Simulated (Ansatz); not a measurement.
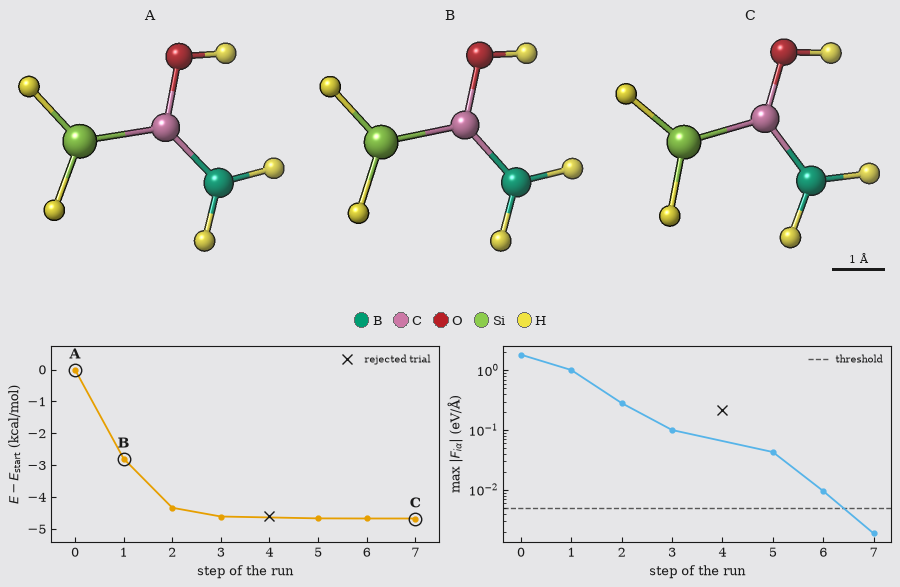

Frames of a relaxation of CH₅BOSi, marked on the history of the run. Style: ball-and-stick. Shown from a free direction.

Computed with RKS PBE0-D4/def2-TZVP in Ansatz 0.2.0. (force threshold 0.005 eV/Å; at most 200 steps)

> Describe the path.

The energy falls by 4.67 kcal/mol in 6 accepted moves (7 points after the start). Largest force component: 1.8 eV/Å at the start, 0.0019 eV/Å at the end. The line search rejected the trial step at point 4 of the run. The atom that moves furthest after the best rigid fit is an H atom (0.33 Å). Largest moves by element: H 0.33 Å, C 0.17 Å, B 0.16 Å, O 0.13 Å, Si 0.09 Å. Near-neighbour distances that change, for instance: C–O 1.416 → 1.362 Å, C–Si 1.791 → 1.742 Å, B–H 1.177 → 1.204 Å, H–Si 1.458 → 1.482 Å. Bond angles that change, for instance: B–C–Si 125.7° → 111.5°, O–C–Si 111.9° → 124.0°, C–Si–H 121.8° → 118.8°. Cost: 26 s on 2 threads of AMD EPYC 7R43 64-Core, with other jobs on the host. From step 0 to 1: an H atom moves most (0.10 Å), energy −2.79 kcal/mol. From step 1 to 7: an H atom moves most (0.24 Å), energy −1.88 kcal/mol.

```
step  E − E(0), kcal/mol  largest force component, eV/Å      note
   0                0.00                         1.8220          
   1               -2.79                         1.0087          
   2               -4.33                         0.2820          
   3               -4.61                         0.1000          
   4               -4.58                         0.2172  rejected
   5               -4.67                         0.0429          
   6               -4.67                         0.0095          
   7               -4.67                         0.0019
```
